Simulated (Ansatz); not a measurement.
Run report: CuHF (charge +1), molecular dynamics

The run: molecular dynamics of CuHF, charge +1. Method and program: RKS BHLYP-D4/cc-pVDZ (Ansatz 0.2.0).

Figures and captions count atoms from 1; the log counts them from 0 in places.

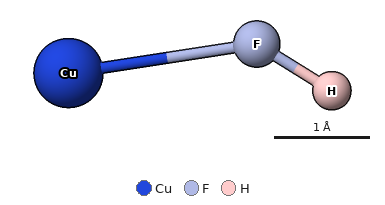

**Figure 1.** The structure as given in the input (ball-and-stick view, seen at a tilt). Sticks mark near contacts. Bond lengths as drawn: Cu–F 2.04 Å and F–H 0.93 Å.

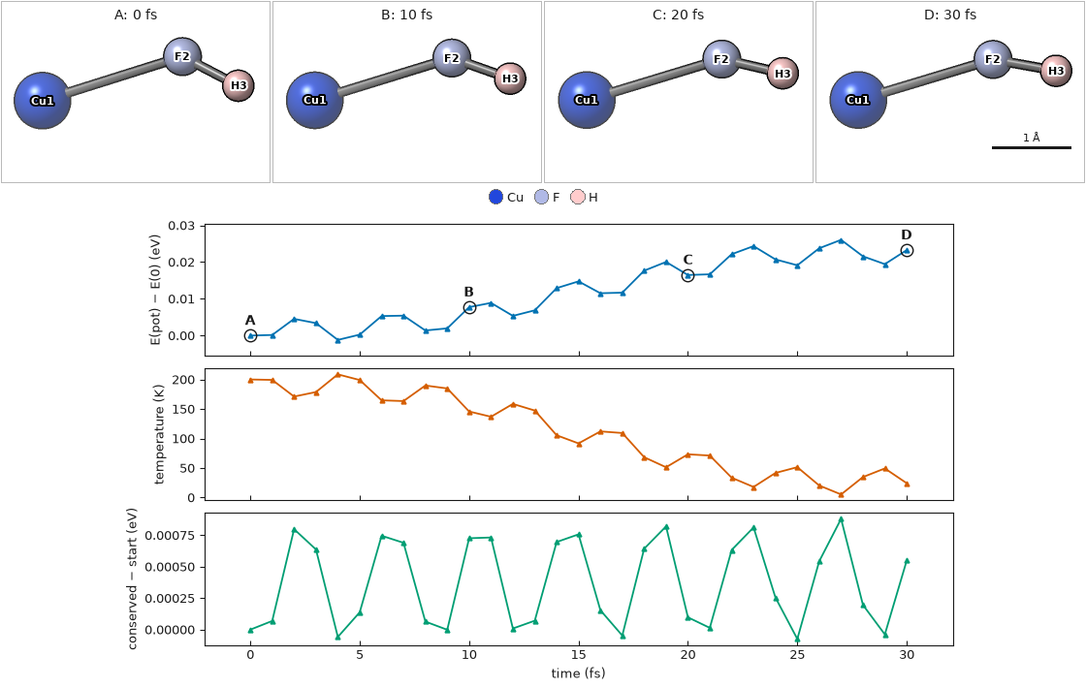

**Figure 2.** Frames of the molecular dynamics (ball-and-stick, seen at a tilt) above the curves, on which the letters mark them. The trajectory kept here has 31 frames over 30 fs. The temperature starts at 200 K, ranges from 5 to 209 K and averages 53 K over the second half. The potential energy ends 0.023 eV above its first value. The conserved quantity stays within 0.00095 eV. After an unweighted best fit of the last frame on the first, the root-mean-square displacement is 0.08 Å.

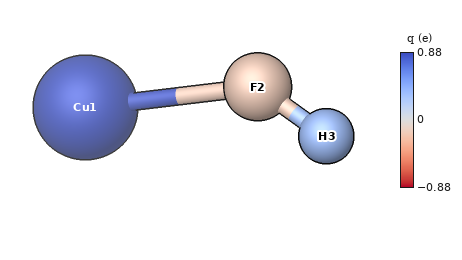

**Figure 3.** Mulliken charges, as the colour of each atom (ball-and-stick view, seen at a tilt; atoms are numbered from 1 in the order of the input). By element: Cu +0.84, F −0.16 and H +0.32 e.

These pictures come from the run below.

Input file
```yaml
crystal:
  periodic: [false, false, false]
  atoms:
    - {symbol: Cu, position_ang: [0.010897, 0.010526, -1.610532]}
    - {symbol: F, position_ang: [0.183602, 0.175190, 0.418796]}
    - {symbol: H, position_ang: [-0.194501, -0.185818, 1.191737]}
basis:
  gaussian: {orbitals: cc-pVDZ}
total_charge: 1
hamiltonian: {xc: {name: BHLYP}, dispersion: d4}
md: {n_steps: 30, timestep: 1.0, temperature: 200, ensemble: nve, seed: 112, initial_velocities: maxwell_boltzmann}
```

Launched with:
```bash
ansatz run in.yaml --threads 2 --pin off --events-out ev --progress --plain --max-ram 5222MiB
```

What the program printed
```
Functional definition: BHLYP
  name "BHLYP"
  cite "Becke, J. Chem. Phys. 98, 1372 (1993) doi:10.1063/1.464304"
  cite "Becke, Phys. Rev. A 38, 3098 (1988) doi:10.1103/PhysRevA.38.3098"
  cite "Lee, Yang & Parr, Phys. Rev. B 37, 785 (1988) doi:10.1103/PhysRevB.37.785"
  parameter a = 0.5
  exchange = (1 - a)*b88_x + a*exact_x
  correlation = lyp_c
700 factors; integrals over basis functions are off by at most 3.1e-4 eV
mean field evaluation 1: about -47345.8678 eV, gradient 1.5e2 eV
mean field evaluation 2: about -46815.4834 eV, gradient 5.9e2 eV
mean field evaluation 4: about -47363.6696 eV, gradient 3.6e1 eV
mean field evaluation 8: about -47365.2324 eV, gradient 2.9e-1 eV
mean field evaluation 16: about -47365.2326 eV, gradient 3.4e-5 eV
mean field -47365.23260462 eV, -1740.6401929121 hartree, gradient 3.4e-5 eV, S^2 0.000000; 0 other end points of the search recorded, 0 dependent functions left out
the calculation of the forces begins
reference -47365.23274153 eV, -1740.6401979432 hartree; 19, 19 occupied and 43, 43 virtual orbitals, 700 factors
md step     0: t =     0.00 fs  T =   200.0 K  F+E_penalty+E_count = -47365.25518225 eV  E_kin = 0.025852 eV  conserved = -47365.22933025 eV  (30 SCF iters)
these checks for a lower state are left out or cut short: starts, cluster_reference, orbital_swaps, neighbouring_geometries, increment
700 factors; integrals over basis functions are off by at most 2.9e-4 eV
mean field -47365.23248426 eV, -1740.6401884890 hartree, gradient 2.2e-5 eV, S^2 0.000000; 0 other end points of the search recorded, 0 dependent functions left out
the calculation of the forces begins
reference -47365.23262118 eV, -1740.6401935204 hartree; 19, 19 occupied and 43, 43 virtual orbitals, 700 factors
md step     1: t =     1.00 fs  T =   199.3 K  F+E_penalty+E_count = -47365.25501872 eV  E_kin = 0.025758 eV  conserved = -47365.22926061 eV  (36 SCF iters, 3 dispersion substeps)
[... from here on the SCF iterations and repeated set-up lines of each step are left out, up to the last step ...]
md step     2: t =     2.00 fs  T =   171.0 K  F+E_penalty+E_count = -47365.25064194 eV  E_kin = 0.022110 eV  conserved = -47365.22853217 eV  (36 SCF iters, 3 dispersion substeps)
md step     3: t =     3.00 fs  T =   178.7 K  F+E_penalty+E_count = -47365.25179533 eV  E_kin = 0.023102 eV  conserved = -47365.22869339 eV  (36 SCF iters, 3 dispersion substeps)
md step     4: t =     4.00 fs  T =   208.7 K  F+E_penalty+E_count = -47365.25636363 eV  E_kin = 0.026976 eV  conserved = -47365.22938773 eV  (36 SCF iters, 3 dispersion substeps)
md step     5: t =     5.00 fs  T =   199.0 K  F+E_penalty+E_count = -47365.25492077 eV  E_kin = 0.025729 eV  conserved = -47365.22919188 eV  (36 SCF iters, 3 dispersion substeps)
md step     6: t =     6.00 fs  T =   164.7 K  F+E_penalty+E_count = -47365.24987106 eV  E_kin = 0.021287 eV  conserved = -47365.22858432 eV  (36 SCF iters, 3 dispersion substeps)
md step     7: t =     7.00 fs  T =   163.4 K  F+E_penalty+E_count = -47365.24976259 eV  E_kin = 0.021122 eV  conserved = -47365.22864014 eV  (28 SCF iters, 3 dispersion substeps)
md step     8: t =     8.00 fs  T =   189.8 K  F+E_penalty+E_count = -47365.25379656 eV  E_kin = 0.024531 eV  conserved = -47365.22926578 eV  (36 SCF iters, 3 dispersion substeps)
md step     9: t =     9.00 fs  T =   184.8 K  F+E_penalty+E_count = -47365.25322118 eV  E_kin = 0.023890 eV  conserved = -47365.22933117 eV  (36 SCF iters, 3 dispersion substeps)
md step    10: t =    10.00 fs  T =   145.8 K  F+E_penalty+E_count = -47365.24744734 eV  E_kin = 0.018844 eV  conserved = -47365.22860366 eV  (36 SCF iters, 3 dispersion substeps)
md step    11: t =    11.00 fs  T =   136.8 K  F+E_penalty+E_count = -47365.24628645 eV  E_kin = 0.017689 eV  conserved = -47365.22859773 eV  (36 SCF iters, 3 dispersion substeps)
md step    12: t =    12.00 fs  T =   158.6 K  F+E_penalty+E_count = -47365.24982475 eV  E_kin = 0.020504 eV  conserved = -47365.22932113 eV  (36 SCF iters, 3 dispersion substeps)
md step    13: t =    13.00 fs  T =   147.4 K  F+E_penalty+E_count = -47365.24831151 eV  E_kin = 0.019052 eV  conserved = -47365.22925917 eV  (36 SCF iters, 3 dispersion substeps)
md step    14: t =    14.00 fs  T =   105.5 K  F+E_penalty+E_count = -47365.24227166 eV  E_kin = 0.013637 eV  conserved = -47365.22863420 eV  (36 SCF iters, 3 dispersion substeps)
md step    15: t =    15.00 fs  T =    91.7 K  F+E_penalty+E_count = -47365.24042968 eV  E_kin = 0.011857 eV  conserved = -47365.22857303 eV  (28 SCF iters, 3 dispersion substeps)
md step    16: t =    16.00 fs  T =   112.1 K  F+E_penalty+E_count = -47365.24366090 eV  E_kin = 0.014485 eV  conserved = -47365.22917558 eV  (36 SCF iters, 3 dispersion substeps)
md step    17: t =    17.00 fs  T =   109.3 K  F+E_penalty+E_count = -47365.24350392 eV  E_kin = 0.014127 eV  conserved = -47365.22937678 eV  (31 SCF iters, 3 dispersion substeps)
md step    18: t =    18.00 fs  T =    68.3 K  F+E_penalty+E_count = -47365.23752102 eV  E_kin = 0.008835 eV  conserved = -47365.22868652 eV  (36 SCF iters, 3 dispersion substeps)
md step    19: t =    19.00 fs  T =    51.3 K  F+E_penalty+E_count = -47365.23514232 eV  E_kin = 0.006632 eV  conserved = -47365.22850995 eV  (27 SCF iters, 3 dispersion substeps)
md step    20: t =    20.00 fs  T =    73.3 K  F+E_penalty+E_count = -47365.23870130 eV  E_kin = 0.009470 eV  conserved = -47365.22923169 eV  (36 SCF iters, 3 dispersion substeps)
md step    21: t =    21.00 fs  T =    71.1 K  F+E_penalty+E_count = -47365.23850758 eV  E_kin = 0.009191 eV  conserved = -47365.22931629 eV  (36 SCF iters, 3 dispersion substeps)
md step    22: t =    22.00 fs  T =    33.6 K  F+E_penalty+E_count = -47365.23303604 eV  E_kin = 0.004339 eV  conserved = -47365.22869704 eV  (37 SCF iters, 3 dispersion substeps)
md step    23: t =    23.00 fs  T =    17.9 K  F+E_penalty+E_count = -47365.23083528 eV  E_kin = 0.002317 eV  conserved = -47365.22851806 eV  (28 SCF iters, 3 dispersion substeps)
md step    24: t =    24.00 fs  T =    41.6 K  F+E_penalty+E_count = -47365.23445826 eV  E_kin = 0.005383 eV  conserved = -47365.22907546 eV  (38 SCF iters, 3 dispersion substeps)
md step    25: t =    25.00 fs  T =    51.4 K  F+E_penalty+E_count = -47365.23605373 eV  E_kin = 0.006650 eV  conserved = -47365.22940363 eV  (36 SCF iters, 3 dispersion substeps)
md step    26: t =    26.00 fs  T =    20.4 K  F+E_penalty+E_count = -47365.23142440 eV  E_kin = 0.002638 eV  conserved = -47365.22878666 eV  (36 SCF iters, 3 dispersion substeps)
md step    27: t =    27.00 fs  T =     5.3 K  F+E_penalty+E_count = -47365.22912904 eV  E_kin = 0.000679 eV  conserved = -47365.22844978 eV  (27 SCF iters, 3 dispersion substeps)
md step    28: t =    28.00 fs  T =    34.7 K  F+E_penalty+E_count = -47365.23362105 eV  E_kin = 0.004487 eV  conserved = -47365.22913442 eV  (36 SCF iters, 3 dispersion substeps)
md step    29: t =    29.00 fs  T =    49.3 K  F+E_penalty+E_count = -47365.23574137 eV  E_kin = 0.006373 eV  conserved = -47365.22936830 eV  (36 SCF iters, 3 dispersion substeps)
these checks for a lower state are left out or cut short: starts, cluster_reference, orbital_swaps, neighbouring_geometries, increment
700 factors; integrals over basis functions are off by at most 3.0e-4 eV
mean field -47365.21012319 eV, -1740.6393667348 hartree, gradient 7.3e-6 eV, S^2 0.000000; 0 other end points of the search recorded, 0 dependent functions left out
the calculation of the forces begins
reference -47365.21026144 eV, -1740.6393718152 hartree; 19, 19 occupied and 43, 43 virtual orbitals, 700 factors
700 factors; integrals over basis functions are off by at most 3.0e-4 eV
mean field evaluation 288: about -47365.2101 eV, gradient 2.0e-4 eV
mean field -47365.21012319 eV, -1740.6393667348 hartree, gradient 7.3e-6 eV, S^2 0.000000; 1 other end points of the search recorded, 0 dependent functions left out
the calculation of the forces begins
reference -47365.21026144 eV, -1740.6393718152 hartree; 19, 19 occupied and 43, 43 virtual orbitals, 700 factors
md step    30: t =    30.00 fs  T =    24.3 K  F+E_penalty+E_count = -47365.23191909 eV  E_kin = 0.003139 eV  conserved = -47365.22878056 eV  (31 SCF iters, 3 dispersion substeps)
Total energy: -47365.23205734 eV, -1740.6401727998 hartree
Atom 0 at     0.013430     0.012943    -1.592873 Å, force    -0.052001    -0.049595    -0.448795 eV/Å
Atom 1 at     0.167517     0.159841     0.356749 Å, force    -0.069583    -0.066529     1.092004 eV/Å
Atom 2 at    -0.051042    -0.048879     1.247910 Å, force     0.121583     0.116125    -0.643208 eV/Å
Dipole moment:    -0.119936    -0.114503     0.139325 e Å
```

Trajectory as extended XYZ (Å, eV, eV/Å), 31 frames, from step=0 to step=30
```
3
Properties=species:S:1:pos:R:3:forces:R:3 step=0 time_fs=0.0 energy=-47365.25518 temperature=200.0
Cu    0.0109    0.0105   -1.6105    0.0138   0.0132   0.0584
F     0.1836    0.1752    0.4188   -0.1404  -0.1341   0.1529
H    -0.1945   -0.1858    1.1917    0.1266   0.1209  -0.2113
3
Properties=species:S:1:pos:R:3:forces:R:3 step=1 time_fs=1.0 energy=-47365.25502 temperature=199.3
Cu    0.0110    0.0106   -1.6095    0.0100   0.0095   0.0300
F     0.1826    0.1742    0.4157    0.1328   0.1269  -0.3708
H    -0.1841   -0.1758    1.1852   -0.1428  -0.1364   0.3408
3
Properties=species:S:1:pos:R:3:forces:R:3 step=2 time_fs=2.0 energy=-47365.25064 temperature=171.0
Cu    0.0112    0.0108   -1.6085    0.0061   0.0058   0.0029
F     0.1817    0.1734    0.4125    0.3171   0.3028  -0.7335
H    -0.1750   -0.1672    1.1820   -0.3232  -0.3086   0.7306
3
Properties=species:S:1:pos:R:3:forces:R:3 step=3 time_fs=3.0 energy=-47365.25179 temperature=178.7
Cu    0.0113    0.0109   -1.6075    0.0022   0.0021  -0.0212
F     0.1809    0.1726    0.4089    0.2887   0.2756  -0.6478
H    -0.1690   -0.1615    1.1857   -0.2909  -0.2778   0.6689
3
Properties=species:S:1:pos:R:3:forces:R:3 step=4 time_fs=4.0 energy=-47365.25636 temperature=208.7
Cu    0.0114    0.0110   -1.6065   -0.0016  -0.0016  -0.0425
F     0.1803    0.1721    0.4049    0.0824   0.0787  -0.1532
H    -0.1658   -0.1584    1.1959   -0.0808  -0.0771   0.1957
3
Properties=species:S:1:pos:R:3:forces:R:3 step=5 time_fs=5.0 energy=-47365.25492 temperature=199.0
Cu    0.0116    0.0112   -1.6054   -0.0055  -0.0052  -0.0633
F     0.1797    0.1715    0.4009   -0.1491  -0.1424   0.4277
H    -0.1633   -0.1561    1.2079    0.1546   0.1476  -0.3644
3
Properties=species:S:1:pos:R:3:forces:R:3 step=6 time_fs=6.0 energy=-47365.24987 temperature=164.7
Cu    0.0117    0.0113   -1.6044   -0.0092  -0.0087  -0.0863
F     0.1791    0.1709    0.3971   -0.2780  -0.2655   0.7928
H    -0.1594   -0.1523    1.2164    0.2872   0.2742  -0.7065
3
Properties=species:S:1:pos:R:3:forces:R:3 step=7 time_fs=7.0 energy=-47365.24976 temperature=163.4
Cu    0.0118    0.0114   -1.6035   -0.0128  -0.0122  -0.1131
F     0.1783    0.1701    0.3937   -0.2551  -0.2436   0.8006
H    -0.1528   -0.1460    1.2182    0.2679   0.2558  -0.6874
3
Properties=species:S:1:pos:R:3:forces:R:3 step=8 time_fs=8.0 energy=-47365.25380 temperature=189.8
Cu    0.0119    0.0115   -1.6025   -0.0163  -0.0156  -0.1433
F     0.1774    0.1693    0.3907   -0.0935  -0.0893   0.4524
H    -0.1436   -0.1372    1.2134    0.1098   0.1049  -0.3091
3
Properties=species:S:1:pos:R:3:forces:R:3 step=9 time_fs=9.0 energy=-47365.25322 temperature=184.8
Cu    0.0121    0.0117   -1.6015   -0.0197  -0.0188  -0.1747
F     0.1764    0.1683    0.3880    0.1361   0.1300  -0.0984
H    -0.1333   -0.1274    1.2056   -0.1164  -0.1111   0.2731
3
Properties=species:S:1:pos:R:3:forces:R:3 step=10 time_fs=10.0 energy=-47365.24745 temperature=145.8
Cu    0.0122    0.0118   -1.6006   -0.0230  -0.0220  -0.2045
F     0.1755    0.1675    0.3852    0.3072   0.2933  -0.5275
H    -0.1241   -0.1186    1.2004   -0.2842  -0.2713   0.7319
3
Properties=species:S:1:pos:R:3:forces:R:3 step=11 time_fs=11.0 energy=-47365.24629 temperature=136.8
Cu    0.0123    0.0119   -1.5997   -0.0263  -0.0251  -0.2307
F     0.1748    0.1668    0.3821    0.3073   0.2934  -0.5074
H    -0.1177   -0.1125    1.2023   -0.2810  -0.2684   0.7382
3
Properties=species:S:1:pos:R:3:forces:R:3 step=12 time_fs=12.0 energy=-47365.24982 temperature=158.6
Cu    0.0124    0.0120   -1.5989   -0.0295  -0.0281  -0.2535
F     0.1742    0.1662    0.3787    0.1481   0.1414  -0.0291
H    -0.1139   -0.1089    1.2112   -0.1186  -0.1133   0.2826
3
Properties=species:S:1:pos:R:3:forces:R:3 step=13 time_fs=13.0 energy=-47365.24831 temperature=147.4
Cu    0.0125    0.0121   -1.5980   -0.0325  -0.0310  -0.2744
F     0.1737    0.1657    0.3754   -0.0491  -0.0469   0.5873
H    -0.1113   -0.1064    1.2228    0.0816   0.0779  -0.3129
3
Properties=species:S:1:pos:R:3:forces:R:3 step=14 time_fs=14.0 energy=-47365.24227 temperature=105.5
Cu    0.0127    0.0122   -1.5973   -0.0354  -0.0337  -0.2957
F     0.1731    0.1652    0.3723   -0.1715  -0.1638   1.0069
H    -0.1079   -0.1032    1.2314    0.2069   0.1975  -0.7112
3
Properties=species:S:1:pos:R:3:forces:R:3 step=15 time_fs=15.0 energy=-47365.24043 temperature=91.7
Cu    0.0128    0.0123   -1.5965   -0.0379  -0.0362  -0.3189
F     0.1725    0.1646    0.3698   -0.1709  -0.1632   1.0605
H    -0.1025   -0.0980    1.2333    0.2088   0.1994  -0.7415
3
Properties=species:S:1:pos:R:3:forces:R:3 step=16 time_fs=16.0 energy=-47365.24366 temperature=112.1
Cu    0.0128    0.0124   -1.5959   -0.0403  -0.0384  -0.3439
F     0.1718    0.1639    0.3678   -0.0520  -0.0497   0.7328
H    -0.0952   -0.0910    1.2280    0.0923   0.0882  -0.3888
3
Properties=species:S:1:pos:R:3:forces:R:3 step=17 time_fs=17.0 energy=-47365.24350 temperature=109.3
Cu    0.0129    0.0125   -1.5952   -0.0424  -0.0404  -0.3689
F     0.1711    0.1632    0.3661    0.1341   0.1280   0.1616
H    -0.0869   -0.0831    1.2190   -0.0917  -0.0876   0.2072
3
Properties=species:S:1:pos:R:3:forces:R:3 step=18 time_fs=18.0 energy=-47365.23752 temperature=68.3
Cu    0.0130    0.0126   -1.5946   -0.0442  -0.0422  -0.3913
F     0.1704    0.1626    0.3646    0.2880   0.2750  -0.3347
H    -0.0795   -0.0761    1.2120   -0.2438  -0.2328   0.7260
3
Properties=species:S:1:pos:R:3:forces:R:3 step=19 time_fs=19.0 energy=-47365.23514 temperature=51.3
Cu    0.0131    0.0126   -1.5941   -0.0460  -0.0439  -0.4093
F     0.1699    0.1621    0.3629    0.3088   0.2949  -0.3976
H    -0.0745   -0.0712    1.2119   -0.2628  -0.2509   0.8069
3
Properties=species:S:1:pos:R:3:forces:R:3 step=20 time_fs=20.0 energy=-47365.23870 temperature=73.3
Cu    0.0132    0.0127   -1.5937   -0.0478  -0.0456  -0.4227
F     0.1695    0.1617    0.3609    0.1881   0.1795   0.0368
H    -0.0719   -0.0688    1.2195   -0.1403  -0.1340   0.3858
3
Properties=species:S:1:pos:R:3:forces:R:3 step=21 time_fs=21.0 energy=-47365.23851 temperature=71.1
Cu    0.0132    0.0127   -1.5933   -0.0493  -0.0470  -0.4326
F     0.1692    0.1615    0.3590    0.0185   0.0176   0.6647
H    -0.0708   -0.0677    1.2309    0.0309   0.0295  -0.2321
3
Properties=species:S:1:pos:R:3:forces:R:3 step=22 time_fs=22.0 energy=-47365.23304 temperature=33.6
Cu    0.0133    0.0128   -1.5930   -0.0506  -0.0482  -0.4412
F     0.1690    0.1612    0.3575   -0.1001  -0.0957   1.1250
H    -0.0693   -0.0663    1.2400    0.1507   0.1439  -0.6839
3
Properties=species:S:1:pos:R:3:forces:R:3 step=23 time_fs=23.0 energy=-47365.23084 temperature=17.9
Cu    0.0133    0.0128   -1.5927   -0.0515  -0.0491  -0.4499
F     0.1687    0.1609    0.3565   -0.1183  -0.1131   1.2203
H    -0.0664   -0.0635    1.2426    0.1699   0.1622  -0.7704
3
Properties=species:S:1:pos:R:3:forces:R:3 step=24 time_fs=24.0 energy=-47365.23446 temperature=41.6
Cu    0.0134    0.0129   -1.5925   -0.0522  -0.0498  -0.4591
F     0.1683    0.1606    0.3561   -0.0328  -0.0314   0.9174
H    -0.0618   -0.0591    1.2378    0.0850   0.0811  -0.4583
3
Properties=species:S:1:pos:R:3:forces:R:3 step=25 time_fs=25.0 energy=-47365.23605 temperature=51.4
Cu    0.0134    0.0129   -1.5924   -0.0525  -0.0501  -0.4674
F     0.1679    0.1602    0.3562    0.1211   0.1155   0.3354
H    -0.0564   -0.0540    1.2286   -0.0685  -0.0654   0.1320
3
Properties=species:S:1:pos:R:3:forces:R:3 step=26 time_fs=26.0 energy=-47365.23142 temperature=20.4
Cu    0.0134    0.0129   -1.5923   -0.0527  -0.0502  -0.4726
F     0.1676    0.1599    0.3564    0.2636   0.2516  -0.2228
H    -0.0517   -0.0495    1.2207   -0.2109  -0.2014   0.6954
3
Properties=species:S:1:pos:R:3:forces:R:3 step=27 time_fs=27.0 energy=-47365.22913 temperature=5.3
Cu    0.0134    0.0129   -1.5924   -0.0527  -0.0503  -0.4731
F     0.1674    0.1597    0.3566    0.3009   0.2873  -0.3786
H    -0.0490   -0.0470    1.2194   -0.2482  -0.2371   0.8517
3
Properties=species:S:1:pos:R:3:forces:R:3 step=28 time_fs=28.0 energy=-47365.23362 temperature=34.7
Cu    0.0134    0.0130   -1.5925   -0.0527  -0.0502  -0.4684
F     0.1674    0.1597    0.3565    0.2070   0.1976  -0.0116
H    -0.0487   -0.0467    1.2263   -0.1543  -0.1474   0.4800
3
Properties=species:S:1:pos:R:3:forces:R:3 step=29 time_fs=29.0 energy=-47365.23574 temperature=49.3
Cu    0.0134    0.0130   -1.5926   -0.0525  -0.0500  -0.4596
F     0.1674    0.1598    0.3565    0.0524   0.0500   0.6047
H    -0.0499   -0.0478    1.2378    0.0001   0.0001  -0.1451
3
Properties=species:S:1:pos:R:3:forces:R:3 step=30 time_fs=30.0 energy=-47365.23192 temperature=24.3
Cu    0.0134    0.0129   -1.5929   -0.0520  -0.0496  -0.4488
F     0.1675    0.1598    0.3567   -0.0696  -0.0665   1.0920
H    -0.0510   -0.0489    1.2479    0.1216   0.1161  -0.6432
```

Summary

- outcome: finished
- mean temperature over the second half: 53 K
- trajectory: 30 steps, 30 fs
- ensemble: nve
- temperature in the input: 200 K
- time step: 1.0 fs
- potential energy (last step): −47365.2321 eV
- mean-field energy (last step): −47365.2103 eV
- dispersion energy (last step): −0.0218 eV
- SCF solution under orbital rotations (last step): stable
- largest force (length of the vector) (last step): 1.096 eV/Å
- hardware: 2 threads of AMD EPYC, 15 GiB of memory available, shared host
- wall time: 25 s (CPU time 45 s)
- peak memory: 0.26 GiB

So short a trajectory is not equilibrated.
